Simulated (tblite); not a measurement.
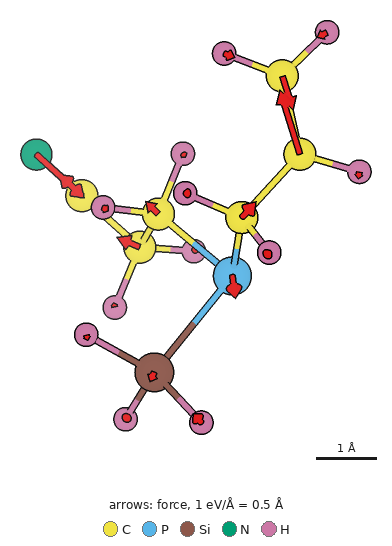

Starting geometry of C6H12NPSi with the computed forces as red arrows. Style: ball-and-stick. Shown from a free direction.

Level of theory: GFN2-xTB geometry optimisation, gas phase in tblite 0.8.0. 

Is this structure relaxed? If not, where do the atoms go?

Answer. It isn't relaxed: the largest force vector, on the N atom, is 2.52 eV/Å. The final displacements have little in common with the starting forces (cosine between the two patterns 0.12). The largest move after the best rigid fit is that of an H atom, 0.31 Å. By element the largest moves are H 0.31 Å, N 0.21 Å, C 0.18 Å, P 0.15 Å, Si 0.08 Å. Some distances before and after: C–P 1.830 → 1.875 Å, C–C 1.476 → 1.440 Å, H–Si 1.491 → 1.461 Å, C–C 1.350 → 1.321 Å. Among the angles between lasting bonds that change: C–C–P 102.0° → 109.9°, P–C–H 111.5° → 106.2°, P–Si–H 107.9° → 113.0°. Over 130 geometry steps the energy falls by 22.3 kJ/mol. The run took 1.2 s on 1 thread of Arm Neoverse V1 (shared host).
